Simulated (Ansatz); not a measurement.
# Calculations on CH5BMg

**1. Relaxation**

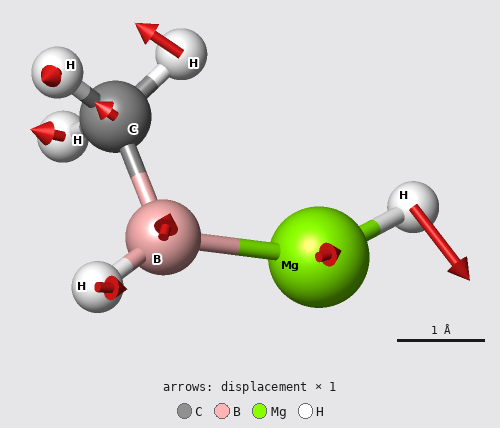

A relaxation of CH₅BMg. The starting structure is drawn; red arrows show the displacements, at their true length. The two geometries are superimposed by the best rigid fit.

The picture is a ball-and-stick view, seen at a tilt.

The run prepares an end point of a later path (torsion) calculation, from a guessed geometry.

These are results of Ansatz 0.2.0, RKS PBE0-D4/def2-SVPD, not measurements.

Input file:
```yaml
crystal:
  periodic: [false, false, false]
  atoms:
    - { symbol: C, position_ang: [-0.2432, 0.68836, -0.61874] }
    - { symbol: B, position_ang: [0.49927, 0.45456, 0.75386] }
    - { symbol: Mg, position_ang: [0.50228, -1.64184, 0.97273] }
    - { symbol: H, position_ang: [-1.30912, 0.75199, -0.35548] }
    - { symbol: H, position_ang: [-0.00457, 1.62356, -1.13249] }
    - { symbol: H, position_ang: [-0.15716, -0.13143, -1.34816] }
    - { symbol: H, position_ang: [0.72618, 1.46155, 1.32682] }
    - { symbol: H, position_ang: [-0.01367, -3.20674, 0.40145] }
basis:
  gaussian: { orbitals: def2-SVPD }
hamiltonian:
  xc: pbe0
  dispersion: d4
relax:
  f_tol: 0.015
  max_steps: 40
output:
  orbitals: {}
```

Run as
```bash
ansatz run input.yaml --threads 2 --pin off --max-ram 3072MiB --backend cpu --events-out ev --progress --plain --runs-dir out
```

### Which element moves most?

Hydrogen: up to 1.09 Å, against 0.40 Å for boron.

### Describe the change and its energy.

Over 10 accepted moves (11 points after the start) the energy falls by 8.47 kcal/mol. The largest force component goes from 1.7 to 0.0065 eV/Å. The line search rejected the trial step at point 9 of the run. The atom that moves furthest after the best rigid fit is H8 (1.09 Å). By element the largest moves are H 1.09 Å, B 0.40 Å, Mg 0.39 Å, C 0.32 Å. Among the contacts that change: B2–Mg3 2.108 → 2.302 Å, B2–H7 1.181 → 1.220 Å, Mg3–H8 1.744 → 1.719 Å, C1–B2 1.578 → 1.563 Å. Among the angles between lasting bonds that change: B2–Mg3–H8 149.1° → 179.1°, Mg3–B2–H7 142.9° → 118.5°, C1–B2–Mg3 103.8° → 127.3°.

**2. Relaxation**

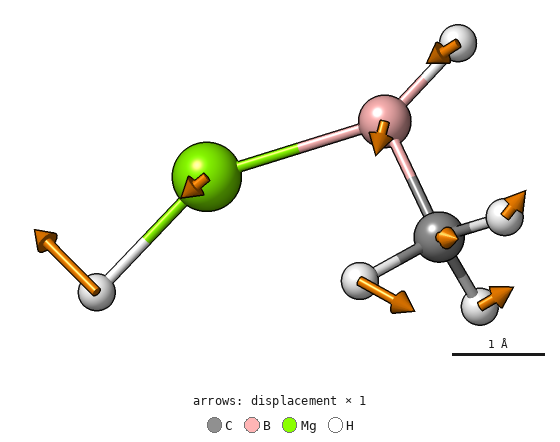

A relaxation of CH$_{5}$BMg. The starting structure is drawn; orange arrows show the displacements, at their true length. The two geometries are superimposed by the best rigid fit.

A ball-and-stick model, seen at a tilt.

The run prepares an end point of a later path (torsion) calculation, from a guessed geometry.

The calculation used RKS PBE0-D4/def2-SVPD in Ansatz.

Input file:
```yaml
crystal:
  periodic: [false, false, false]
  atoms:
    - { symbol: C, position_ang: [-0.2432, 0.68836, -0.61874] }
    - { symbol: B, position_ang: [0.49927, 0.45456, 0.75386] }
    - { symbol: Mg, position_ang: [-0.69881, 1.47802, 2.15384] }
    - { symbol: H, position_ang: [-1.30912, 0.75199, -0.35548] }
    - { symbol: H, position_ang: [-0.00457, 1.62356, -1.13249] }
    - { symbol: H, position_ang: [-0.15716, -0.13143, -1.34816] }
    - { symbol: H, position_ang: [1.53973, -0.08773, 0.62286] }
    - { symbol: H, position_ang: [-2.05143, 2.52922, 2.48075] }
basis:
  gaussian: { orbitals: def2-SVPD }
hamiltonian:
  xc: pbe0
  dispersion: d4
relax:
  f_tol: 0.015
  max_steps: 40
```

Launched with:
```bash
ansatz run input.yaml --threads 2 --pin off --max-ram 3072MiB --backend cpu --events-out ev --progress --plain --runs-dir out
```

**Atoms of which element are displaced furthest, and by how much?**

Hydrogen: up to 1.12 Å, against 0.41 Å for boron.

**Describe the change and its energy.**

After 9 accepted moves (10 points after the start) the energy has fallen by 48.8 kJ/mol. The largest force component goes from 1.2 to 0.011 eV/Å. The line search rejected the trial step at point 6 of the run. H8 moves most after the best rigid fit: 1.12 Å. Largest moves by element: H 1.12 Å, B 0.41 Å, Mg 0.39 Å, C 0.32 Å. Among the contacts that change: B2–Mg3 2.108 → 2.301 Å, B2–H7 1.181 → 1.220 Å, Mg3–H8 1.744 → 1.719 Å, C1–H5 1.093 → 1.114 Å. Among the angles between lasting bonds that change: B2–Mg3–H8 149.1° → 179.2°, Mg3–B2–H7 142.9° → 118.6°, C1–B2–Mg3 103.8° → 127.3°. The run took 16 s on 2 threads of Intel(R) Xeon(R) Platinum 8375C CPU @ 2.90GHz (Ice Lake), on a shared host, peak memory 0.19 GiB.

**3. Path**

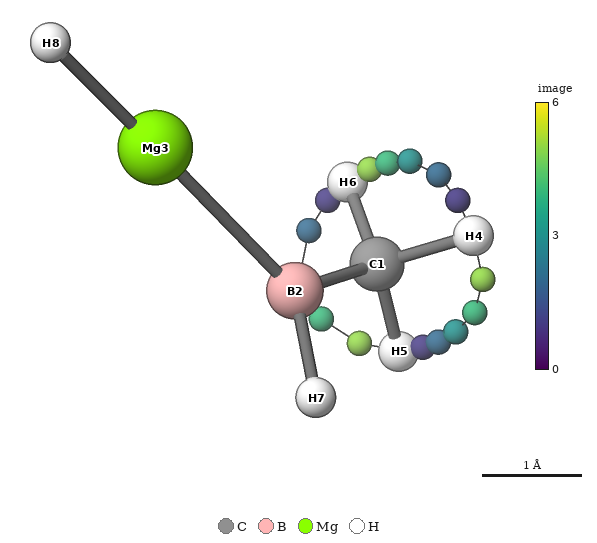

A nudged-elastic-band calculation for CH$_{5}$BMg. Images are numbered from 0 (start) to 6 (end). The start is drawn whole; smaller spheres mark the moving atoms (H) in the later images, joined by lines and coloured by the number of the image. The picture is a ball-and-stick view, seen from a free direction.

All numbers below come from RKS PBE0-D4/def2-SVPD (Ansatz 0.2.0). Settings: 5 movable images; climbing image; force threshold 0.05 eV/Å; iteration limit 60; starting path through a guess of the saddle point.

Describe the path and its energy.

Answer. The motion is a rotation about the C1–B2 bond by about 120°. No bond forms or breaks between the ends. Among the angles between lasting bonds that change up to the highest image: B2–C1–H4 101.0° → 109.6°, B2–C1–H6 118.1° → 109.8°. The two ends have the same energy, and the highest point, image 2, lies 3.40 kJ/mol above the start. The band converged in 8 iterations, with a climbing image at the top.

Cost: 56 s on 2 threads of Intel(R) Xeon(R) Platinum 8375C CPU @ 2.90GHz (Ice Lake) (shared host), peak memory 0.19 GiB.
